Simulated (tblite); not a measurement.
Run report: C$_{6}$H$_{15}$NSi, geometry relaxation (part 1 of 3)

C$_{6}$H$_{15}$NSi, SMILES C=CN(C[SiH3])C(C)C, computed with GFN2-xTB geometry optimisation, gas phase (tblite 0.8.0).

It belongs to a series of runs on one base structure; here: Si replaced by C.

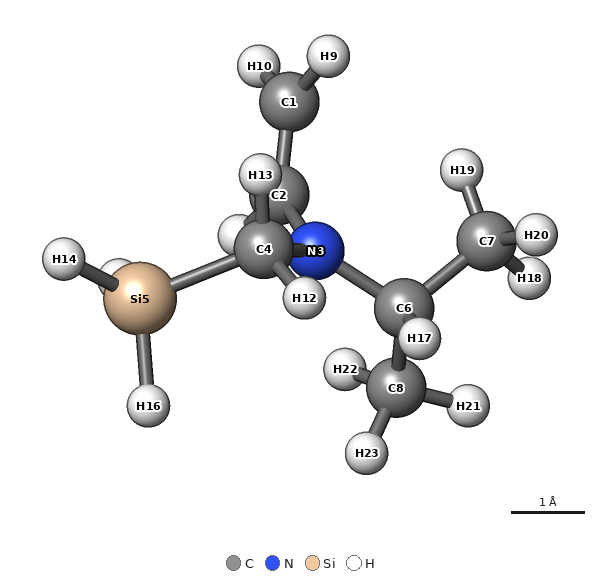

Figure 1. The structure as given in the input (ball-and-stick view, seen at a tilt; atoms are numbered from 1 in the order of the input). Bond lengths as drawn: C–C 1.29 to 1.51 Å, C–H 1.09 to 1.13 Å, C–N 1.42 to 1.46 Å, C–Si 1.88 Å and H–Si 1.46 to 1.49 Å.

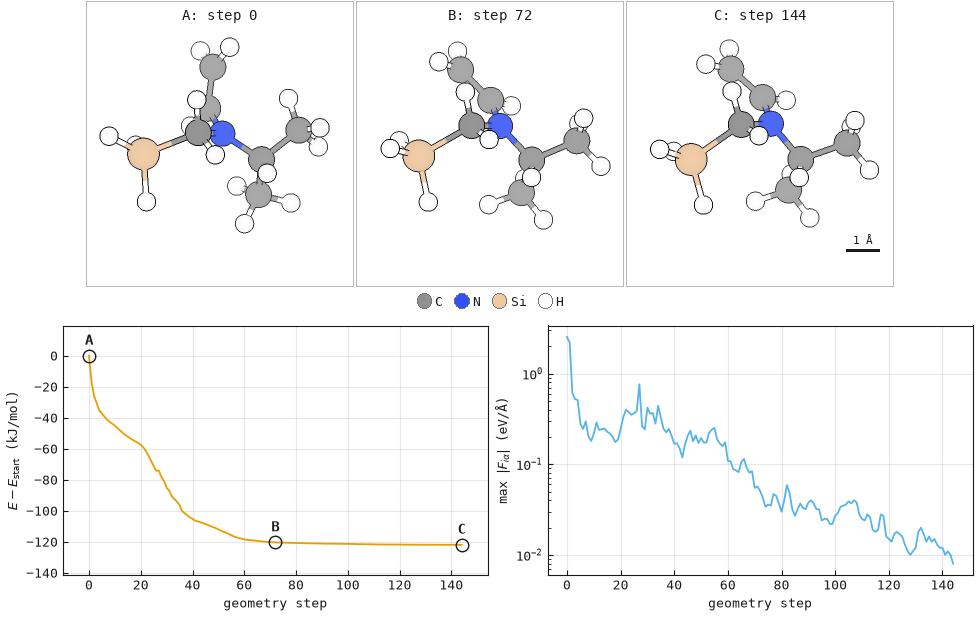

Figure 2. Frames of the relaxation (ball-and-stick view, seen at a tilt) above the curves, on which the letters mark them (steps are counted from 0).

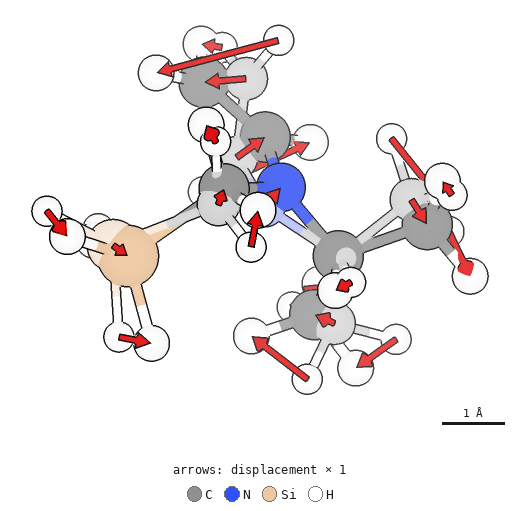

Figure 3. Start (faint) and end (solid) with the displacements as red arrows, at true length (ball-and-stick view, seen at a tilt). The two geometries are laid on each other by the best rigid fit. Over 144 geometry steps the energy falls by 121.9 kJ/mol. The largest force component goes from 2.6 to 0.008 eV/Å. The atom that moves furthest after the best rigid fit is H9 (2.05 Å). Largest moves by element: H 2.05 Å, C 0.69 Å, N 0.41 Å, Si 0.30 Å. Among the contacts that change: C2–N3 1.422 → 1.368 Å, C1–C2 1.292 → 1.333 Å, C7–H18 1.124 → 1.087 Å, C4–H12 1.130 → 1.094 Å. Among the angles that change: N3–C4–Si5 104.4° → 114.3°, H12–C4–H13 110.9° → 106.1°, H19–C7–H20 113.2° → 108.4°. (Atoms are counted from 1 in the order of the input.)

The input and output of the run follow.

Input file
```
{"job": {"kind": "relax", "xc": "GFN2-xTB", "basis": "xTB"}, "charge": 0, "multiplicity": 1}
C      0.171600     2.467400     0.040900
C      0.323200     1.273700     0.510700
N      0.170300     0.076000    -0.239900
C      1.230400    -0.326300    -1.144300
Si     2.723000    -0.589800    -0.028500
C     -1.032300    -0.749600    -0.181900
C     -2.203800     0.097000    -0.599600
C     -1.260200    -1.309500     1.201700
H     -0.114300     2.690300    -0.988400
H      0.311500     3.321100     0.717200
H      0.607500     1.134100     1.561000
H      0.905700    -1.291900    -1.632400
H      1.408200     0.447900    -1.892500
H      3.993700    -0.321500    -0.704800
H      2.564500     0.257900     1.185400
H      2.627800    -1.991200     0.457300
H     -0.929200    -1.560300    -0.944800
H     -3.018600    -0.109900     0.146600
H     -1.978700     1.178800    -0.583400
H     -2.587000    -0.255500    -1.581700
H     -2.348800    -1.462900     1.427900
H     -0.834500    -0.668200     2.007200
H     -0.734900    -2.280500     1.276100
```

The first line tells a small driver script what to run in tblite; the rest is the geometry in Å.

Launch command:
```bash
OMP_NUM_THREADS=1 python <driver script> task.json out
```

Log
```
step      E/eV     max force
  0    -682.34871    2.590
  1    -682.52716    2.373
  2    -682.61964    0.665
  3    -682.66709    0.571
  4    -682.71506    0.555
  5    -682.73561    0.300
  6    -682.75731    0.315
  7    -682.77569    0.330
  8    -682.79071    0.229
  9    -682.80285    0.200
 10    -682.81619    0.289
 11    -682.83168    0.314
 12    -682.84843    0.291
 13    -682.86419    0.304
 14    -682.87763    0.267
 15    -682.88955    0.262
 16    -682.90125    0.273
 17    -682.91219    0.211
 18    -682.92200    0.184
 19    -682.93178    0.214
 20    -682.94350    0.284
 21    -682.96063    0.355
 22    -682.98532    0.416
 23    -683.01689    0.415
 24    -683.05231    0.483
 25    -683.08682    0.415
 26    -683.11734    0.456
 27    -683.11634    0.881
 28    -683.16042    0.347
 29    -683.18553    0.289
 30    -683.23139    0.454
 31    -683.24990    0.407
 32    -683.28844    0.379
 33    -683.30646    0.323
 34    -683.32395    0.483
 35    -683.34638    0.371
 36    -683.38676    0.278
 37    -683.40163    0.309
 38    -683.41638    0.323
 39    -683.42903    0.255
 40    -683.43877    0.206
 41    -683.45067    0.193
 42    -683.45492    0.156
 43    -683.46148    0.161
 44    -683.46624    0.194
 45    -683.47297    0.211
 46    -683.47988    0.238
 47    -683.48694    0.183
 48    -683.49370    0.215
 49    -683.50095    0.186
 50    -683.50916    0.195
 51    -683.51771    0.196
 52    -683.52512    0.200
 53    -683.53182    0.225
 54    -683.53951    0.249
 55    -683.54836    0.263
 56    -683.55580    0.208
 57    -683.56224    0.185
 58    -683.56688    0.163
 59    -683.57148    0.177
 60    -683.57575    0.116
 61    -683.57856    0.138
 62    -683.58051    0.118
 63    -683.58239    0.093
 64    -683.58441    0.100
 65    -683.58637    0.121
 66    -683.58811    0.120
 67    -683.58980    0.097
 68    -683.59148    0.090
 69    -683.59293    0.089
 70    -683.59408    0.064
 71    -683.59506    0.073
 72    -683.59599    0.056
 73    -683.59675    0.048
 74    -683.59724    0.041
 75    -683.59767    0.044
 76    -683.59814    0.044
 77    -683.59867    0.050
 78    -683.59919    0.048
 79    -683.59967    0.047
 80    -683.60013    0.044
 81    -683.60061    0.044
 82    -683.60109    0.059
 83    -683.60151    0.052
 84    -683.60182    0.037
 85    -683.60205    0.036
 86    -683.60226    0.042
 87    -683.60254    0.041
 88    -683.60289    0.044
 89    -683.60328    0.035
 90    -683.60363    0.039
 91    -683.60392    0.040
 92    -683.60419    0.037
 93    -683.60449    0.034
 94    -683.60481    0.033
 95    -683.60507    0.031
 96    -683.60526    0.027
 97    -683.60540    0.030
 98    -683.60555    0.028
 99    -683.60570    0.025
100    -683.60585    0.028
101    -683.60605    0.031
102    -683.60635    0.044
103    -683.60677    0.047
104    -683.60723    0.043
105    -683.60762    0.054
106    -683.60796    0.045
107    -683.60835    0.045
108    -683.60883    0.043
109    -683.60922    0.033
110    -683.60947    0.035
111    -683.60964    0.029
112    -683.60980    0.031
113    -683.60996    0.029
114    -683.61008    0.024
115    -683.61019    0.024
116    -683.61030    0.022
117    -683.61045    0.030
118    -683.61063    0.031
119    -683.61079    0.021
120    -683.61089    0.019
121    -683.61095    0.016
122    -683.61102    0.017
123    -683.61109    0.019
124    -683.61117    0.019
125    -683.61124    0.019
126    -683.61129    0.018
127    -683.61132    0.015
128    -683.61136    0.011
129    -683.61139    0.012
130    -683.61143    0.017
131    -683.61147    0.021
132    -683.61151    0.022
133    -683.61157    0.019
134    -683.61163    0.021
135    -683.61170    0.025
136    -683.61178    0.023
137    -683.61186    0.017
138    -683.61192    0.018
139    -683.61197    0.015
140    -683.61203    0.014
141    -683.61208    0.012
142    -683.61212    0.014
143    -683.61215    0.012
144    -683.61217    0.009
```

Trajectory as extended XYZ (Å, eV, eV/Å), 21 of the 145 frames kept, from step=0 to step=144
```
23
Properties=species:S:1:pos:R:3:forces:R:3 step=0 energy=-682.34871
C     0.1716    2.4674    0.0409   -0.2460   2.3090  -0.5090
C     0.3232    1.2737    0.5107   -0.0830  -2.5520   0.4330
N     0.1703    0.0760   -0.2399    0.0280  -0.3810  -0.1930
C     1.2304   -0.3263   -1.1443   -0.3660  -0.4100  -0.0790
Si    2.7230   -0.5898   -0.0285    0.4670  -0.5180   0.7690
C    -1.0323   -0.7496   -0.1819    0.7170   0.6870  -0.3550
C    -2.2038    0.0970   -0.5996   -2.0790   0.0190   0.0350
C    -1.2602   -1.3095    1.2017    0.0550  -0.9670   1.3410
H    -0.1143    2.6903   -0.9884    0.2030  -0.0990   0.3990
H     0.3115    3.3211    0.7172   -0.0460  -0.3220  -0.5620
H     0.6075    1.1341    1.5610   -0.2710   0.0520  -0.0990
H     0.9057   -1.2919   -1.6324    0.4430   1.1550   0.2250
H     1.4082    0.4479   -1.8925   -0.1260  -0.0770  -0.3440
H     3.9937   -0.3215   -0.7048   -0.0240  -0.0190   0.0470
H     2.5645    0.2579    1.1854    0.3200  -0.2040  -0.4240
H     2.6278   -1.9912    0.4573    0.1350   0.2830  -0.1220
H    -0.9292   -1.5603   -0.9448    0.1630   0.3730   0.7560
H    -3.0186   -0.1099    0.1466    0.3900   0.6090  -0.8700
H    -1.9787    1.1788   -0.5834   -0.2240  -0.7280  -0.2020
H    -2.5870   -0.2555   -1.5817    0.2240   0.7210   0.5090
H    -2.3488   -1.4629    1.4279    1.0780  -0.0140  -0.2050
H    -0.8345   -0.6682    2.0072   -0.4070  -0.2880  -0.7210
H    -0.7349   -2.2805    1.2761   -0.3510   0.3700   0.1700
23
Properties=species:S:1:pos:R:3:forces:R:3 step=7 energy=-682.77569
C     0.1658    2.4681    0.0376    0.0590  -0.1970   0.0630
C     0.2885    1.2350    0.5085   -0.0760   0.2980  -0.1190
N     0.1578    0.0718   -0.2554   -0.1030  -0.0150  -0.1230
C     1.2501   -0.2990   -1.1242   -0.1030  -0.0410  -0.1190
Si    2.7622   -0.6300   -0.0069   -0.0100  -0.0380   0.0510
C    -1.0389   -0.7234   -0.1592   -0.1090  -0.0170  -0.0230
C    -2.2795    0.0928   -0.5891   -0.0690   0.1680  -0.0610
C    -1.2296   -1.3437    1.2329   -0.1000   0.0140   0.1430
H    -0.0842    2.6843   -0.9837    0.0650  -0.0600  -0.1740
H     0.3153    3.3172    0.6751    0.0190   0.1250   0.0910
H     0.5304    1.1088    1.5603   -0.1670  -0.0480   0.2020
H     0.9623   -1.2102   -1.6496    0.0140  -0.0860   0.0060
H     1.4021    0.4411   -1.9221    0.0970   0.1670   0.1540
H     4.0102   -0.3350   -0.7006    0.0930  -0.0860  -0.0520
H     2.6406    0.2499    1.1559    0.1650  -0.0230  -0.0030
H     2.6616   -2.0189    0.4613    0.0880   0.0690  -0.0560
H    -0.9054   -1.5442   -0.8620   -0.0610  -0.1430  -0.1660
H    -3.1118   -0.0368    0.1041    0.1000  -0.0160  -0.1650
H    -2.0288    1.1517   -0.6139   -0.0290  -0.0180   0.0970
H    -2.6081   -0.1760   -1.5935    0.0150  -0.0740   0.1330
H    -2.2867   -1.5064    1.4245   -0.0030  -0.0840   0.0460
H    -0.8521   -0.6636    1.9906    0.0000  -0.0780   0.0680
H    -0.7265   -2.3065    1.3195    0.1160   0.1840   0.0080
23
Properties=species:S:1:pos:R:3:forces:R:3 step=14 energy=-682.87763
C     0.1915    2.4666    0.0284   -0.0110  -0.0120  -0.0480
C     0.2149    1.2310    0.5039    0.0240   0.1530  -0.0020
N     0.0890    0.1039   -0.3169    0.0520   0.0220   0.0990
C     1.2458   -0.2832   -1.1013   -0.0680   0.0200   0.0350
Si    2.7944   -0.6401   -0.0197   -0.0240  -0.0100   0.0400
C    -1.0852   -0.7227   -0.1541    0.0890  -0.0120   0.0120
C    -2.3125    0.1073   -0.5931   -0.1410   0.0120   0.0340
C    -1.2323   -1.3364    1.2521    0.0530  -0.0440   0.1480
H     0.0232    2.6380   -1.0200    0.1490   0.0810  -0.1060
H     0.3187    3.3388    0.6467    0.0090  -0.0850   0.0270
H     0.3231    1.0754    1.5772   -0.0850  -0.0650   0.0380
H     0.9930   -1.1792   -1.6769   -0.0490   0.1240   0.0160
H     1.4550    0.5131   -1.8302    0.0260  -0.0690   0.0180
H     4.0481   -0.4203   -0.7314    0.0130  -0.0030  -0.1780
H     2.8051    0.2363    1.1438   -0.0410   0.0830   0.0890
H     2.7434   -2.0255    0.4349   -0.0380  -0.1180   0.0430
H    -0.9704   -1.5553   -0.8509   -0.0270  -0.0910  -0.0950
H    -3.1772   -0.0200    0.0478   -0.0050  -0.1730   0.1860
H    -2.0648    1.1657   -0.5796    0.0220  -0.0230  -0.0270
H    -2.6212   -0.1638   -1.5992    0.0870   0.0470  -0.0570
H    -2.2659   -1.5973    1.4669    0.0150  -0.0090  -0.1110
H    -0.8900   -0.6688    2.0344   -0.0930   0.2490  -0.0290
H    -0.6307   -2.2367    1.3472    0.0440  -0.0750  -0.1300
23
Properties=species:S:1:pos:R:3:forces:R:3 step=22 energy=-682.98532
C     0.2551    2.4816   -0.0101    0.0690  -0.0670   0.0830
C     0.1208    1.2552    0.4895    0.1420   0.1340  -0.0520
N     0.0701    0.1081   -0.3009    0.1500   0.1570   0.0310
C     1.2503   -0.2588   -1.0556   -0.0910  -0.0160  -0.0320
Si    2.8189   -0.6782    0.0061   -0.2450   0.0990  -0.2470
C    -1.0966   -0.7370   -0.1584    0.2970   0.1130  -0.0300
C    -2.3335    0.0784   -0.5511   -0.2050   0.0660  -0.1410
C    -1.2165   -1.3224    1.2447    0.0080  -0.1990   0.1910
H     0.2961    2.6644   -1.0818    0.0880  -0.0700   0.4010
H     0.3309    3.3371    0.6460    0.0060  -0.0930  -0.1820
H     0.0399    1.0978    1.5750   -0.1120   0.2240  -0.3190
H     0.9652   -1.1060   -1.6872    0.1550   0.0530  -0.0010
H     1.5140    0.5678   -1.7358   -0.0930  -0.1370   0.0670
H     3.9763   -0.5028   -0.8803   -0.0310  -0.0180   0.0760
H     2.9001    0.2444    1.1421   -0.0160  -0.0850  -0.0630
H     2.7670   -2.0710    0.4523   -0.0370   0.0170   0.0690
H    -0.9985   -1.5761   -0.8544    0.0950   0.0310  -0.0680
H    -3.1830   -0.1491    0.0788   -0.1160  -0.0400   0.1080
H    -2.1390    1.1441   -0.4997    0.0750   0.0620   0.2080
H    -2.6088   -0.1298   -1.5740   -0.1070  -0.0990  -0.2910
H    -2.2145   -1.7127    1.4129   -0.0600  -0.0600   0.0140
H    -1.0096   -0.5688    1.9981   -0.0790  -0.0650   0.0370
H    -0.5094   -2.1392    1.3538    0.1080  -0.0060   0.1410
```
